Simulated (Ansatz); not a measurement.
## AlHCl₂: frequency calculation

System: AlHCl₂.
Method: RKS PBE-D4/def2-SVPD (Ansatz 0.2.0).

It belongs to a series of runs on one base structure; here: vibrations at the highest image of the band. Figures and captions count atoms from 1; the log counts them from 0 in places.

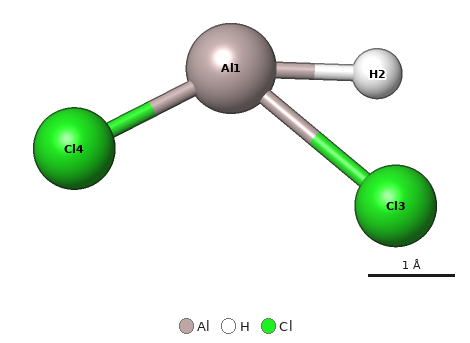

**Figure 1.** The structure as given in the input (ball-and-stick view, seen at a tilt; atoms are numbered from 1 in the order of the input). Sticks mark near contacts. Bond lengths as drawn: Al–Cl 2.14 to 2.55 Å and Al–H 1.72 Å.

The input:
```yaml
crystal:
  periodic: [false, false, false]
  atoms:
    - { symbol: Al, position_ang: [-0.397582, -2.5e-05, 0.554215] }
    - { symbol: H, position_ang: [1.078862, -2.4e-05, 1.431463] }
    - { symbol: Cl, position_ang: [2.118022, 3.3e-05, 0.120379] }
    - { symbol: Cl, position_ang: [-1.432501, 1.6e-05, -1.316857] }
basis:
  gaussian: { orbitals: def2-SVPD }
hamiltonian:
  xc: pbe
  dispersion: d4
phonons: {}
```

Run as:
```bash
ansatz run input.yaml --threads 2 --pin off --max-ram 3072MiB --backend cpu --events-out ev --progress --plain --runs-dir out
```

The program's output:
```
Engine: ansatz 0.2.0, aarch64-unknown-linux-gnu
Functional definition: PBE
  parameter kappa = 0.804
  parameter beta = 0.06672455060314922
  exchange = pbe_x(kappa = kappa, mu = beta*pi^2/3)
  correlation = pbe_c(beta = beta)
845 factors; their error is unknown
mean field evaluation 1: about -31633.9324 eV, gradient 2.3e1 eV
mean field evaluation 2: about -31621.7230 eV, gradient 6.3e1 eV
mean field evaluation 4: about -31635.8805 eV, gradient 5.4e0 eV
mean field evaluation 8: about -31635.9838 eV, gradient 1.2e-1 eV
mean field evaluation 16: about -31635.9402 eV, gradient 6.3e-5 eV
mean field -31635.94022878 eV, -1162.5993597971 hartree, gradient 6.3e-5 eV, S^2 0.000000; 0 other end points of the search recorded, 0 dependent functions left out
the calculation of the forces begins
reference -31635.94027104 eV, -1162.5993613500 hartree; 24, 24 occupied and 62, 62 virtual orbitals, 845 factors
these checks for a lower state are left out or cut short: stability, starts, cluster_reference, orbital_swaps, neighbouring_geometries, increment
845 factors; their error is unknown
mean field -31635.94013150 eV, -1162.5993562221 hartree, gradient 2.4e-6 eV, S^2 0.000000; 0 other end points of the search recorded, 0 dependent functions left out
the calculation of the forces begins
reference -31635.94017375 eV, -1162.5993577750 hartree; 24, 24 occupied and 62, 62 virtual orbitals, 845 factors
these checks for a lower state are left out or cut short: stability, starts, cluster_reference, orbital_swaps, neighbouring_geometries, increment
845 factors; their error is unknown
mean field evaluation 32: about -31635.9402 eV, gradient 1.8e-6 eV
mean field -31635.94024014 eV, -1162.5993602148 hartree, gradient 1.8e-6 eV, S^2 0.000000; 0 other end points of the search recorded, 0 dependent functions left out
the calculation of the forces begins
reference -31635.94028240 eV, -1162.5993617678 hartree; 24, 24 occupied and 62, 62 virtual orbitals, 845 factors
these checks for a lower state are left out or cut short: stability, starts, cluster_reference, orbital_swaps, neighbouring_geometries, increment
845 factors; their error is unknown
mean field -31635.94033079 eV, -1162.5993635458 hartree, gradient 2.7e-6 eV, S^2 0.000000; 0 other end points of the search recorded, 0 dependent functions left out
the calculation of the forces begins
reference -31635.94037304 eV, -1162.5993650986 hartree; 24, 24 occupied and 62, 62 virtual orbitals, 845 factors
these checks for a lower state are left out or cut short: stability, starts, cluster_reference, orbital_swaps, neighbouring_geometries, increment
845 factors; their error is unknown
mean field -31635.94010425 eV, -1162.5993552207 hartree, gradient 6.7e-7 eV, S^2 0.000000; 0 other end points of the search recorded, 0 dependent functions left out
the calculation of the forces begins
reference -31635.94014651 eV, -1162.5993567737 hartree; 24, 24 occupied and 62, 62 virtual orbitals, 845 factors
these checks for a lower state are left out or cut short: stability, starts, cluster_reference, orbital_swaps, neighbouring_geometries, increment
845 factors; their error is unknown
mean field -31635.94028408 eV, -1162.5993618293 hartree, gradient 2.3e-6 eV, S^2 0.000000; 0 other end points of the search recorded, 0 dependent functions left out
the calculation of the forces begins
reference -31635.94032633 eV, -1162.5993633821 hartree; 24, 24 occupied and 62, 62 virtual orbitals, 845 factors
these checks for a lower state are left out or cut short: stability, starts, cluster_reference, orbital_swaps, neighbouring_geometries, increment
845 factors; their error is unknown
mean field -31635.94014943 eV, -1162.5993568812 hartree, gradient 2.1e-6 eV, S^2 0.000000; 0 other end points of the search recorded, 0 dependent functions left out
the calculation of the forces begins
reference -31635.94019169 eV, -1162.5993584343 hartree; 24, 24 occupied and 62, 62 virtual orbitals, 845 factors
these checks for a lower state are left out or cut short: stability, starts, cluster_reference, orbital_swaps, neighbouring_geometries, increment
845 factors; their error is unknown
mean field evaluation 64: about -31635.9402 eV, gradient 8.6e-7 eV
mean field -31635.94016936 eV, -1162.5993576135 hartree, gradient 8.6e-7 eV, S^2 0.000000; 0 other end points of the search recorded, 0 dependent functions left out
the calculation of the forces begins
reference -31635.94021162 eV, -1162.5993591666 hartree; 24, 24 occupied and 62, 62 virtual orbitals, 845 factors
these checks for a lower state are left out or cut short: stability, starts, cluster_reference, orbital_swaps, neighbouring_geometries, increment
845 factors; their error is unknown
mean field -31635.94028308 eV, -1162.5993617928 hartree, gradient 1.8e-6 eV, S^2 0.000000; 0 other end points of the search recorded, 0 dependent functions left out
the calculation of the forces begins
reference -31635.94032534 eV, -1162.5993633456 hartree; 24, 24 occupied and 62, 62 virtual orbitals, 845 factors
these checks for a lower state are left out or cut short: stability, starts, cluster_reference, orbital_swaps, neighbouring_geometries, increment
845 factors; their error is unknown
mean field -31635.94018398 eV, -1162.5993581507 hartree, gradient 1.8e-6 eV, S^2 0.000000; 0 other end points of the search recorded, 0 dependent functions left out
the calculation of the forces begins
reference -31635.94022623 eV, -1162.5993597037 hartree; 24, 24 occupied and 62, 62 virtual orbitals, 845 factors
these checks for a lower state are left out or cut short: stability, starts, cluster_reference, orbital_swaps, neighbouring_geometries, increment
845 factors; their error is unknown
mean field -31635.94026502 eV, -1162.5993611289 hartree, gradient 2.5e-6 eV, S^2 0.000000; 0 other end points of the search recorded, 0 dependent functions left out
the calculation of the forces begins
reference -31635.94030727 eV, -1162.5993626818 hartree; 24, 24 occupied and 62, 62 virtual orbitals, 845 factors
these checks for a lower state are left out or cut short: stability, starts, cluster_reference, orbital_swaps, neighbouring_geometries, increment
845 factors; their error is unknown
mean field -31635.94019783 eV, -1162.5993586598 hartree, gradient 1.4e-6 eV, S^2 0.000000; 0 other end points of the search recorded, 0 dependent functions left out
the calculation of the forces begins
reference -31635.94024009 eV, -1162.5993602128 hartree; 24, 24 occupied and 62, 62 virtual orbitals, 845 factors
these checks for a lower state are left out or cut short: stability, starts, cluster_reference, orbital_swaps, neighbouring_geometries, increment
845 factors; their error is unknown
mean field evaluation 96: about -31635.9402 eV, gradient 1.5e-6 eV
mean field -31635.94024491 eV, -1162.5993603901 hartree, gradient 1.5e-6 eV, S^2 0.000000; 0 other end points of the search recorded, 0 dependent functions left out
the calculation of the forces begins
reference -31635.94028717 eV, -1162.5993619429 hartree; 24, 24 occupied and 62, 62 virtual orbitals, 845 factors
these checks for a lower state are left out or cut short: stability, starts, cluster_reference, orbital_swaps, neighbouring_geometries, increment
845 factors; their error is unknown
mean field -31635.94022371 eV, -1162.5993596110 hartree, gradient 1.4e-6 eV, S^2 0.000000; 0 other end points of the search recorded, 0 dependent functions left out
the calculation of the forces begins
reference -31635.94026597 eV, -1162.5993611641 hartree; 24, 24 occupied and 62, 62 virtual orbitals, 845 factors
these checks for a lower state are left out or cut short: stability, starts, cluster_reference, orbital_swaps, neighbouring_geometries, increment
845 factors; their error is unknown
mean field -31635.94016870 eV, -1162.5993575893 hartree, gradient 1.2e-6 eV, S^2 0.000000; 0 other end points of the search recorded, 0 dependent functions left out
the calculation of the forces begins
reference -31635.94021095 eV, -1162.5993591420 hartree; 24, 24 occupied and 62, 62 virtual orbitals, 845 factors
these checks for a lower state are left out or cut short: stability, starts, cluster_reference, orbital_swaps, neighbouring_geometries, increment
845 factors; their error is unknown
mean field -31635.94019024 eV, -1162.5993583810 hartree, gradient 2.5e-6 eV, S^2 0.000000; 0 other end points of the search recorded, 0 dependent functions left out
the calculation of the forces begins
reference -31635.94023250 eV, -1162.5993599338 hartree; 24, 24 occupied and 62, 62 virtual orbitals, 845 factors
these checks for a lower state are left out or cut short: stability, starts, cluster_reference, orbital_swaps, neighbouring_geometries, increment
845 factors; their error is unknown
mean field -31635.94025598 eV, -1162.5993607969 hartree, gradient 1.0e-6 eV, S^2 0.000000; 0 other end points of the search recorded, 0 dependent functions left out
the calculation of the forces begins
reference -31635.94029824 eV, -1162.5993623499 hartree; 24, 24 occupied and 62, 62 virtual orbitals, 845 factors
WARN: phonons: modes at or below zero, which the zero-point energy, F, S and C_V leave out: 1, the lowest at -845.56 cm⁻¹. A minimum has none, and a first-order saddle one
Total energy: -31636.02986468 eV, -1162.6026538558 hartree
Atom 0 at    -0.397582    -0.000025     0.554215 Å, force     0.010490    -0.000000     0.007169 eV/Å
Atom 1 at     1.078862    -0.000024     1.431463 Å, force    -0.003215     0.000000    -0.009705 eV/Å
Atom 2 at     2.118022     0.000033     0.120379 Å, force    -0.003834    -0.000000     0.006263 eV/Å
Atom 3 at    -1.432501     0.000016    -1.316857 Å, force    -0.003440     0.000000    -0.003728 eV/Å
Dipole moment:    -0.262347    -0.000014     0.295366 e Å
Vibrations: -845.56 93.04 315.62 372.32 497.20 1433.93 cm⁻¹, zero-point energy 0.168130 eV
```

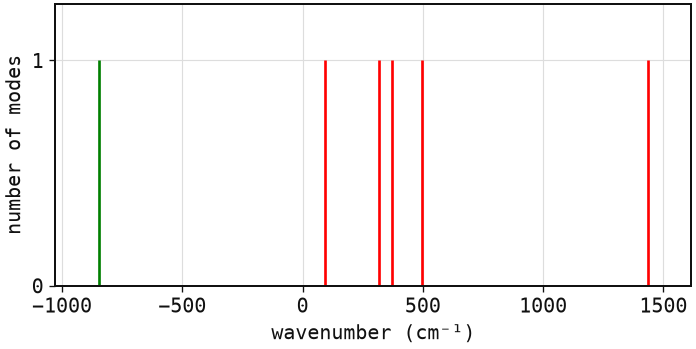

**Figure 2.** Harmonic vibrational wavenumbers from the force constants; neighbouring modes closer than 10 cm⁻¹ are counted in one stick, and imaginary ones are drawn at negative wavenumbers. 6 modes from 846i to 1434 cm⁻¹, 1 imaginary beyond 8i (846i cm⁻¹): a first-order saddle point, if the geometry is stationary.

Results in brief:

```json
{"quantity": "outcome", "value": "converged"}
{"quantity": "total energy", "value": "−31636.0299 eV"}
{"quantity": "mean-field energy", "value": "−31635.9403 eV"}
{"quantity": "largest force (length of the vector)", "value": "0.013 eV/Å"}
{"quantity": "hardware", "value": "2 threads of Arm Neoverse V1, 24 GiB of memory available, shared host"}
{"quantity": "wall time", "value": "10 s (CPU time 20 s)"}
{"quantity": "peak memory", "value": "0.12 GiB"}
```
